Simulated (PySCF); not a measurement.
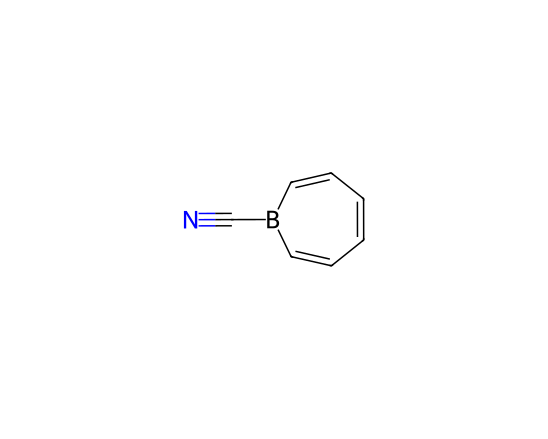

A structural formula.

**Write the SMILES.**

N#CB1C=CC=CC=C1

**Give the formula, hydrogens included.**

C7H6BN.

**An optimisation with GFN2-xTB gave a structure of which point group?**

C2v.

The parts below concern this one geometry. Atoms keep their numbers from picture to picture. The geometry was computed by an optimisation with GFN2-xTB. No frequency run is at hand to confirm it as a minimum.

## Excitation

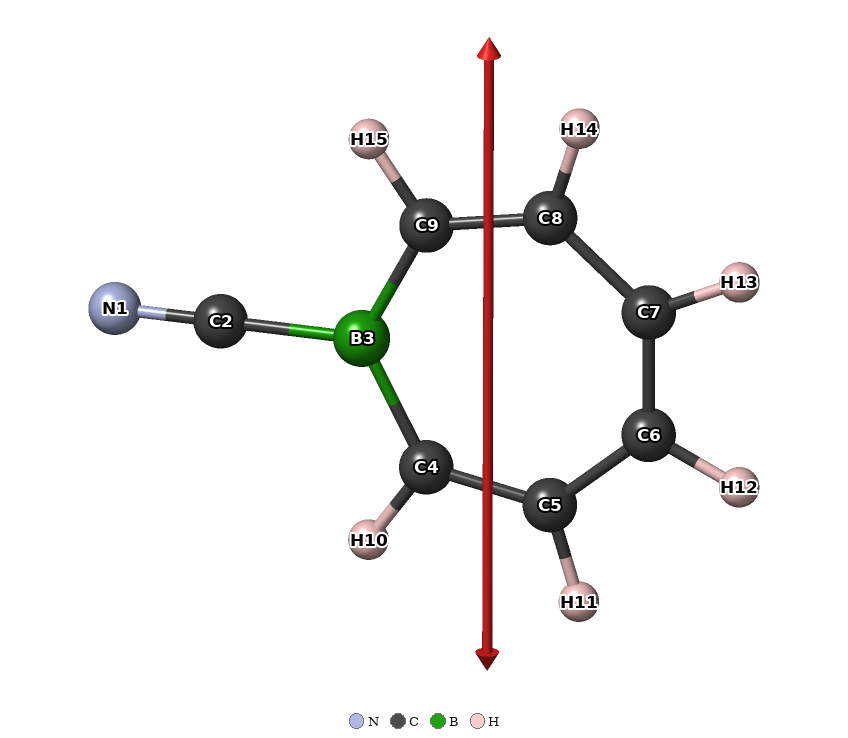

The double arrow shows the direction of the transition dipole to excited singlet state 2 (its length means nothing). No frequency run is at hand to confirm it as a minimum. Method: TDDFT PBE0/def2-SVPD, vertical, gas phase, core orbitals frozen in the response (PySCF 2.14.0).

**How is the transition polarised?**

In the molecular plane, nearly parallel to the C6–C7 bond.

**Give its energy, strength and character.**

4.55 eV (273 nm), oscillator strength 0.090, mainly HOMO → LUMO (weight 0.89); transition dipole 2.29 D.

## NMR shielding

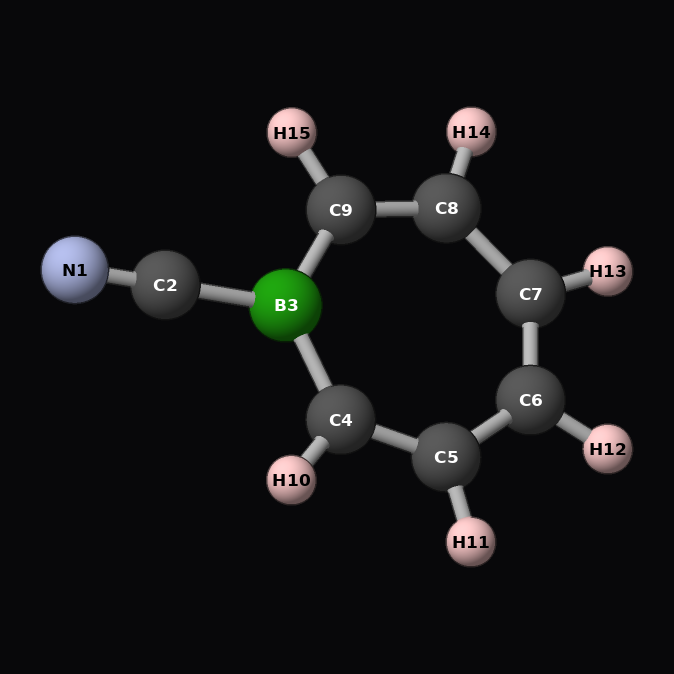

No frequency run is at hand to confirm it as a minimum. Properties computed with GIAO PBE0/pcSseg-1 NMR shielding, non-relativistic, gas phase (PySCF 2.14.0). Principal shieldings σ11 ≤ σ22 ≤ σ33, span Ω = σ33 − σ11, skew κ = 3(σiso − σ22)/Ω.

**Which C atom has the most anisotropic shielding?**

C2, with a span of 362 ppm.

Give the shielding tensors of the C atoms.

```csv
atom,σ11,σ22,σ33,σiso,Ω,κ
C2,−73.0,−60.4,289.2,51.9,362.2,0.93
"C4, C9",−120.4,11.5,175.2,22.1,295.7,0.11
"C5, C8",−94.2,20.6,161.6,29.3,255.9,0.10
"C6, C7",−71.4,35.0,161.0,41.5,232.4,0.08
```

Shieldings and span in ppm.

## Ring current

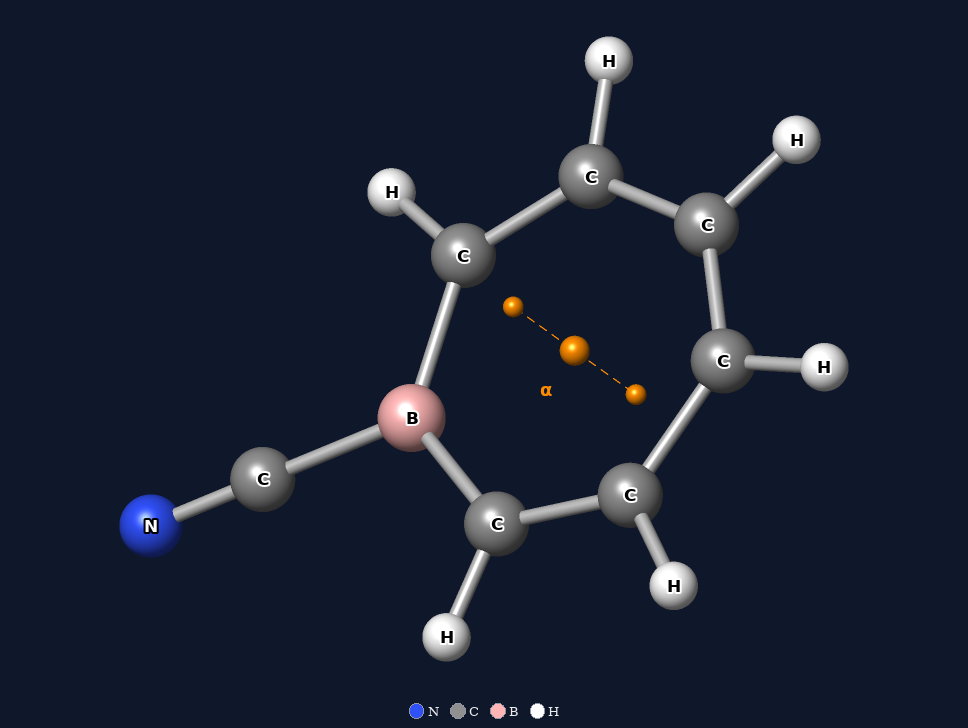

The small points mark where nucleus-independent chemical shifts (NICS) were computed: at the centre of each lettered ring and 1 Å above and below it. No frequency run is at hand to confirm it as a minimum. Properties computed with GIAO PBE0/pcSseg-1 NMR shielding, non-relativistic, gas phase (PySCF 2.14.0).

Give NICS(0), NICS(1) and the out-of-plane component NICS(1)zz for each ring (means of the two sides).

```csv
ring,members,NICS(0),NICS(1),NICS(1)zz
α,C6B,−3.9,−7.4,−19.6
```

Values in ppm.

**What do the values say about the ring currents?**

Ring α: diatropic, as in an aromatic ring. NICS is one index among several.

The geometry is semi-empirical. Around B such bond lengths and angles can be off by a tenth of an ångström or more and by several degrees, and values that hang on the shape move with them.
